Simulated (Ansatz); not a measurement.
# Mg2+ TFSI- in ethylene carbonate at 400 K (121 atoms) in motion

Aim: follow Mg2+ TFSI- in ethylene carbonate at 400 K (121 atoms) for a short time with forces from DFT, then look at structure and electrons in the last frame.

Program: Ansatz 0.2.0. Level of theory: Kohn-Sham DFT, PBE+D3(BJ), PAW (set soft_2), plane waves. Results are calculated unless marked as measured.

## (1) The structure

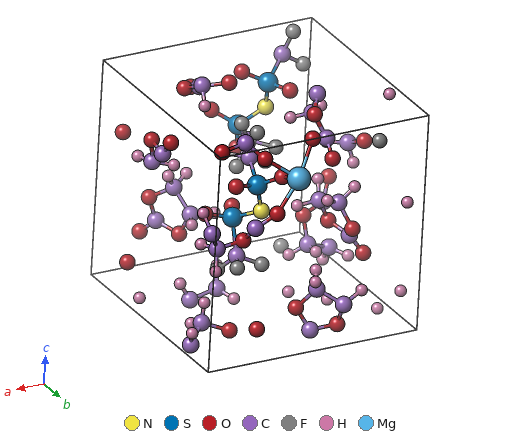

The cell as given, from a free direction (nitrogen yellow, sulfur blue, oxygen red, carbon purple, fluorine grey, hydrogen pink, magnesium blue). Bonds to atoms that aren't drawn are left out. Some periodic images of atoms are drawn too.

The cell holds 121 atoms: 2 N, 4 S, 35 O, 31 C, 12 F, 36 H and 1 Mg. Cell: a = 11.328 Å, b = 11.328 Å, c = 11.328 Å, α = 90.0°, β = 90.0°, γ = 90.0°. 9 ethylene carbonate, 1 Mg2+, 2 TFSI- placed at random, at 1.57 g/cm³; overlaps pushed apart, then 10 ps at 550 K with divalent ions of Li, Roberts, Chakravorty and Merz (J. Chem. Theory Comput. 9, 2733 (2013)); MMFF94 bonds, angles, torsions, charges and radii (Halgren, J. Comput. Chem. 17, 490 (1996)) in harmonic and 12-6 forms; charges of ions scaled by 0.8. Snapshot after 30 ps at 400 K and fixed volume.

What the set-up can't give: The network of contacts between molecules at the start is that of the classical potential that made the cell, and needn't be the one that DFT or experiment would give. The density was typed from a rule of thumb and may lie off the real one at this temperature. Only the Γ point is sampled, in a cell whose shortest periodic width is 11 Å.

## (2) Dynamics at 400 K

A Langevin thermostat couples each atom to a heat bath, at the price of damped dynamics. The time step is 0.5 fs, short enough for the stretching of bonds to hydrogen.

The input, input.yaml:

```yaml
crystal:
  lattice:
    - [11.32832, 0.0, 0.0]
    - [0.0, 11.32832, 0.0]
    - [0.0, 0.0, 11.32832]
  atoms:
    - { symbol: "N", position: [0.26212, 0.10548, 0.68438] }
    - { symbol: S, position: [0.38684, 0.09842, 0.6221] }
    - { symbol: O, position: [0.48225, 0.03356, 0.68116] }
    - { symbol: O, position: [0.37021, 0.06868, 0.49934] }
    [... 111 atom lines left out ...]
    - { symbol: O, position: [0.37456, 0.6973, 0.9416] }
    - { symbol: H, position: [0.37682, 0.50538, 0.83982] }
    - { symbol: H, position: [0.21819, 0.48169, 0.85419] }
    - { symbol: H, position: [0.36523, 0.54903, 0.04452] }
    - { symbol: H, position: [0.22028, 0.62593, 0.0158] }
    - { symbol: Mg, position: [0.59268, 0.96614, 0.80735] }
kpoints:
  mp_grid: { grid: [1, 1, 1] }
hamiltonian:
  xc: pbe
  dispersion: d3bj
scf:
  occupations: { method: fixed }
output:
  forces: true
md:
  timestep: 0.5
  n_steps: 209
  ensemble: nvt_langevin
  temperature: 400
  initial_velocities: maxwell_boltzmann
  seed: 9534
```

Run with:

```sh
ansatz run input.yaml --threads 4 --pin off --max-ram 8192MiB --backend cpu --events-out ev --progress --plain --runs-dir out
```

Run time: 25 min. Hardware: 4 threads of Arm Neoverse V2, shared host; peak memory 1.8 GiB; 1.6 h of CPU time.

The program notes that it switched symmetry off.

Rows from the run:

```tsv
time (fs)	T (K)	potential (meV/atom)
0.0	397	0.0
7.0	482	-11.8
14.0	494	-12.4
21.0	441	-6.5
28.0	487	-12.4
35.0	530	-15.2
42.0	499	-12.7
49.0	472	-11.6
55.5	479	-15.3
62.5	479	-19.7
69.5	418	-14.1
76.5	447	-20.9
83.5	458	-20.6
90.5	411	-11.9
97.5	474	-18.6
104.5	453	-20.8
```

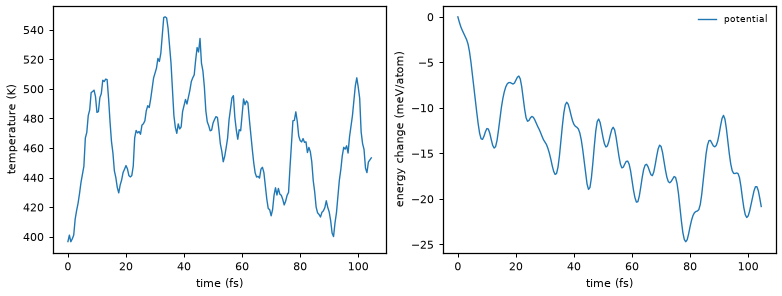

Temperature and energies against time.

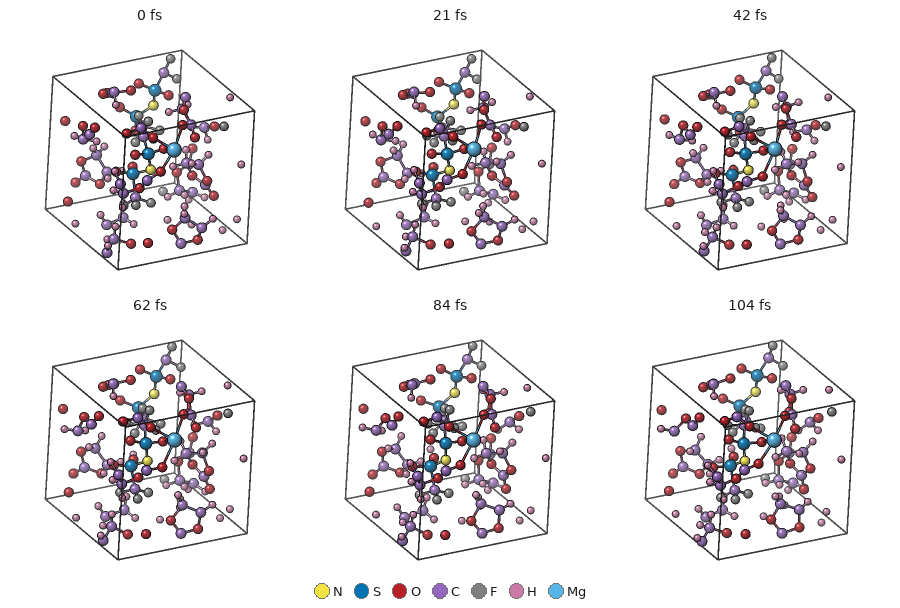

6 frames of the run. Bonds to atoms that aren't drawn are left out.

Mean square displacement from the first frame to the last: N 0.30 Å², S 0.14 Å², O 0.15 Å², C 0.17 Å², F 0.26 Å², H 0.72 Å², Mg 0.011 Å².

The mean square displacement by time lag:

```tsv
time lag (fs)	C (Å²)	F (Å²)	H (Å²)	Mg (Å²)	N (Å²)	O (Å²)	S (Å²)
0.5	2.4e-5	2.0e-5	2.5e-4	5.5e-6	2.0e-5	1.9e-5	1.1e-5
7.0	0.00404	0.00376	0.0303	9.5e-4	0.00351	0.00350	0.00194
13.5	0.0110	0.0129	0.0645	0.00288	0.0111	0.0109	0.00611
20.0	0.0170	0.0255	0.0815	0.00478	0.0206	0.0194	0.0109
26.5	0.0225	0.0401	0.108	0.00633	0.0315	0.0282	0.0156
33.0	0.0295	0.0559	0.154	0.00781	0.0443	0.0379	0.0206
39.5	0.0392	0.0733	0.213	0.00924	0.0591	0.0487	0.0261
46.0	0.0503	0.0922	0.267	0.0102	0.0755	0.0603	0.0321
52.5	0.0618	0.112	0.330	0.0106	0.0945	0.0717	0.0382
```

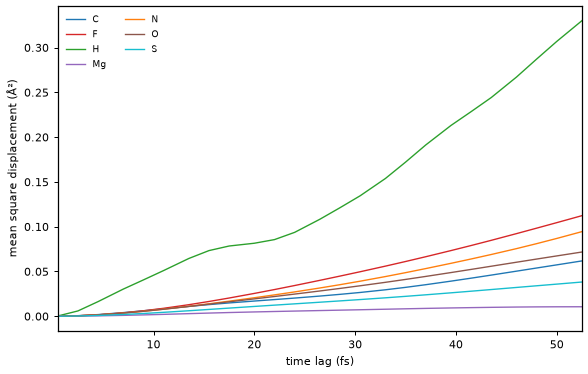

Mean square displacement against time lag.

Over the second half of 104 fs the temperature averages 451 K with swings of 26 K r.m.s. From first frame to last H has the largest mean square displacement, 0.72 Å² at the end; the farthest move is 1.74 Å. The run spans 0.10 ps, too short for its means to be equilibrium values.

## (3) Local order late in the run

The g(r) is a mean over the second half.

Density 1.57 g/cm³, 12.01 Å³ an atom.

Mean of 15 frames. g(r), total and by pair (bins of 0.2 Å):

```tsv
r (Å)	total	H-H	H-O	H-C	H-F	H-S	H-N
1.00	1.27	0.00	0.00	8.35	0.00	0.00	0.00
1.20	1.68	0.00	0.00	7.15	0.00	0.00	0.00
1.40	2.12	0.00	0.00	0.00	0.00	0.00	0.00
1.60	0.51	0.49	0.00	0.00	0.00	0.00	0.00
1.80	0.44	4.24	0.00	0.00	0.00	0.00	0.00
2.00	0.65	0.72	2.58	0.23	0.27	0.00	0.00
2.20	1.69	0.93	1.59	3.33	0.85	0.00	0.00
2.40	0.83	1.96	0.46	0.31	0.82	0.00	0.00
2.60	0.59	1.10	0.67	0.25	0.80	0.00	0.07
2.80	0.71	1.04	0.68	0.82	0.73	0.00	0.72
3.00	1.04	1.71	1.14	1.53	1.15	0.00	0.86
3.20	0.98	0.93	1.35	1.15	0.93	0.51	0.22
3.40	0.84	0.64	0.83	0.82	0.73	1.15	0.37
3.60	0.93	0.91	0.89	0.98	0.81	0.60	1.28
3.80	0.91	0.91	0.90	0.90	1.10	0.82	0.78
4.00	0.94	0.86	1.11	1.01	0.94	1.05	0.39
4.20	1.01	0.79	1.41	0.96	1.01	0.73	0.88
4.40	0.94	0.91	0.84	0.92	0.83	1.19	1.40
4.60	1.00	1.09	0.82	1.01	1.17	1.34	1.05
4.80	0.99	0.77	1.03	0.90	1.21	1.26	0.85
5.00	1.12	1.08	1.05	1.05	1.31	1.77	1.10
5.20	1.08	1.00	0.95	0.97	1.10	1.18	0.62
5.40	1.04	0.99	0.99	0.97	1.06	1.42	1.17
5.60	1.06	0.93	0.97	1.10	1.11	0.95	1.33
```

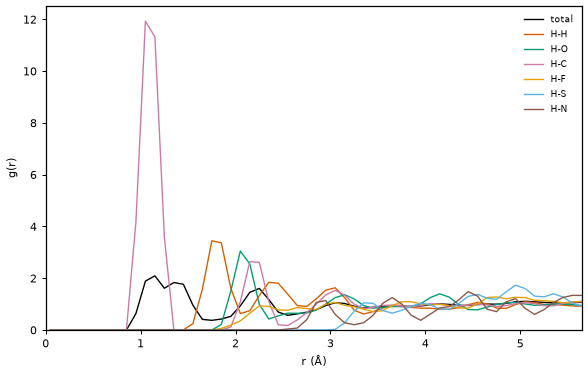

Pair distribution functions, lightly smoothed.

## (4) Single point at the last frame

The last frame is solved again with fuller output, to read the electronic structure of a thermally displaced geometry.

The input, input.yaml:

```yaml
crystal:
  lattice:
    - [11.32832, 0.0, 0.0]
    - [0.0, 11.32832, 0.0]
    - [0.0, 0.0, 11.32832]
  atoms:
    - { symbol: "N", position: [0.2555, 0.12037, 0.71689] }
    - { symbol: S, position: [0.36166, 0.10004, 0.62322] }
    - { symbol: O, position: [0.46379, 0.04343, 0.67133] }
    - { symbol: O, position: [0.3137, 0.04769, 0.51511] }
    [... 111 atom lines left out ...]
    - { symbol: O, position: [0.32366, 0.71147, 0.94993] }
    - { symbol: H, position: [0.252, 0.44267, 0.87764] }
    - { symbol: H, position: [0.13994, 0.55046, 0.90493] }
    - { symbol: H, position: [0.3953, 0.55256, 0.00365] }
    - { symbol: H, position: [0.25508, 0.58622, 0.07526] }
    - { symbol: Mg, position: [0.59633, 0.97318, 0.80957] }
kpoints:
  mp_grid: { grid: [1, 1, 1] }
hamiltonian:
  xc: pbe
  dispersion: d3bj
scf:
  occupations: { method: fixed }
output:
  forces: true
  stress: true
  populations: intrinsic
  dos:
    method: { smearing: { sigma: 0.08 } }
    de: 0.1
    projected: { site_lists: { C: [C], F: [F], H: [H], Mg: [Mg], "N": ["N"] } }
  eigenvalues: true
  write_density: true
  write_potential: true
  volumetric_format: npy
  elf: true
```

Wall time 21 s (4 threads); peak memory 1.9 GiB.

The program notes that the exchange-correlation potential is rough where the density is thin.

The run gave:

```
free energy                                      : -44186.2090 eV
free energy per atom                             : -365.1753 eV/atom
SCF cycles                                       : 11
pressure                                         : 0.7006 GPa
r.m.s. force component                           : 1.096 eV/Å
longest force                                    : 4.794 eV/Å
Fermi energy                                     : 0.03905 eV
gap (highest filled to lowest empty level) : 4.688 eV
```

Length of the force by element:

```tsv
element	coordination	atoms	mean length of the force (eV/Å)	spread	least	most
C	all	31	2.39	0.992	0.945	4.79
F	all	12	1.16	0.821	0.091	2.87
H	all	36	1.03	0.479	0.294	2.42
Mg	all	1	1.84	0	1.84	1.84
N	all	2	1.77	0.384	1.38	2.15
O	all	35	1.58	0.728	0.331	3.14
S	all	4	3.23	0.290	2.87	3.60
```

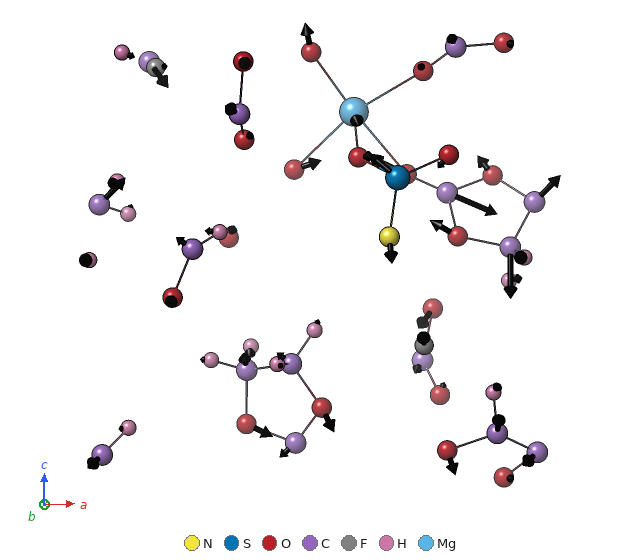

Forces as arrows; the longest in the cell is 4.79 eV/Å. Drawn is a slice 4 Å thick, seen along the normal of the ac plane. Bonds to atoms that aren't drawn are left out.

Intrinsic-atomic-orbital charges by element:

```tsv
element	coordination	atoms	mean charge (e)	spread	least	most
C	all	31	0.193	0.387	-0.150	0.700
F	all	12	-0.257	0.0259	-0.302	-0.204
H	all	36	0.191	0.0205	0.139	0.224
Mg	all	1	1.63	0	1.63	1.63
N	all	2	-1.08	0.0321	-1.12	-1.05
O	all	35	-0.503	0.226	-0.959	-0.279
S	all	4	2.09	0.0258	2.05	2.12
```

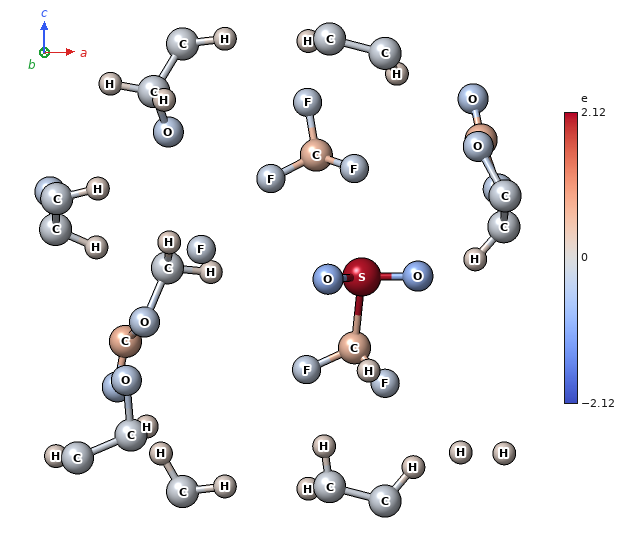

Atoms coloured by intrinsic-atomic-orbital charge. Drawn is a slice 4 Å thick, seen along the normal of the ac plane. Bonds to atoms that aren't drawn are left out.

Density of states as counts of states in windows of 1 eV (from the Fermi level), total and the larger projections:

```tsv
from (eV)	to (eV)	total	C p	F p	H s	C s
-18	-17	0.0	0.0	0.0	0.0	0.0
-17	-16	3.9	0.0	0.0	0.0	0.0
-16	-15	0.1	0.0	0.0	0.0	0.0
-15	-14	0.0	0.0	0.0	0.0	0.0
-14	-13	13.1	1.1	0.0	2.1	6.8
-13	-12	9.9	0.7	1.4	0.8	3.2
-12	-11	5.1	0.2	1.9	0.0	0.7
-11	-10	19.7	4.3	0.9	2.3	4.2
-10	-9	16.3	3.7	5.4	0.2	0.8
-9	-8	25.9	6.1	8.4	0.2	1.3
-8	-7	19.5	7.1	0.7	1.7	0.2
-7	-6	34.3	10.4	1.0	4.1	1.0
-6	-5	44.8	7.5	14.3	3.3	1.0
-5	-4	56.3	12.3	18.7	4.3	0.2
-4	-3	33.9	7.6	8.7	2.1	0.2
-3	-2	37.8	6.6	0.5	1.5	0.3
-2	-1	43.1	2.6	0.9	2.3	0.3
-1	0	30.7	3.0	0.7	2.8	0.3
0	1	1.5	0.1	0.1	0.0	0.0
1	4	0.0	0.0	0.0	0.0	0.0
4	5	6.0	2.4	0.1	0.4	0.2
```

The curve was stored every 0.100 eV, coarse against its broadening of 0.08 eV, so these counts are rough.

With fixed occupations the program's Fermi level is the highest filled level; weight inside the gap is the broadening of levels at its edges.

Between -26 and -18 eV lie 86 more states.

About 17 of the 498 electrons lie in deeper levels, below the stored range.

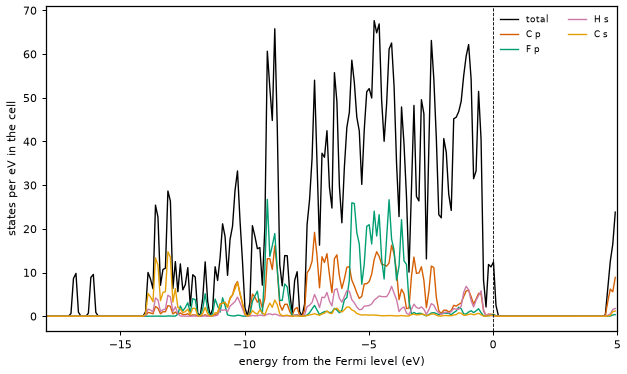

Total and projected density of states, with the broadening of the input.

Not all projections were asked for or kept, so they needn't add up to the total.

The levels nearest the highest filled one (over half full), pooled over k-points and spins:

```tsv
level less the highest filled one (eV)	occupation
-0.566	2
-0.561	2
-0.488	2
-0.480	2
-0.162	2
0	2
4.69	0
4.86	0
4.90	0
5.02	0
5.16	0
5.23	0
```

Mean intrinsic-atomic-orbital charges: C +0.19, F -0.26, H +0.19, Mg +1.63, N -1.08, O -0.50 e.

## (5) Results

```
mean temperature, second half                    : 451.5 K
temperature swing, second half                   : 25.96 K
free energy per atom                             : -365.1753 eV/atom
pressure                                         : 0.7006 GPa
r.m.s. force component                           : 1.096 eV/Å
gap (highest filled to lowest empty level) : 4.688 eV
wall time of the 2 DFT runs                      : 26 min
```

What this shows: Over the second half of 104 fs the temperature averages 451 K with swings of 26 K r.m.s. The run spans 0.10 ps, too short for its means to be equilibrium values. Between filled and empty levels lie 4.69 eV (at Γ alone); a semilocal functional tends to put such gaps too low. In a disordered cell it changes from sample to sample and from frame to frame.

Caveats: The pressure of a single frame lacks the kinetic term, about 0.52 GPa here.

[Logs are printed without paths, hosts, clocks, repeated set-up lines and the standing remarks that a program may print on its own settings, such as how far it seeks lower states.]

[Hosts, paths, dates, database ids (printed as entryN), source tags and the programs' standing remarks are cut or masked in the printed files.]

[The MMFF94 radii named for the starting cell were scaled by 0.96; in molecules described by MMFF94, hydrogen bound to N, O or S took a small fixed 12-6 site in their place.]
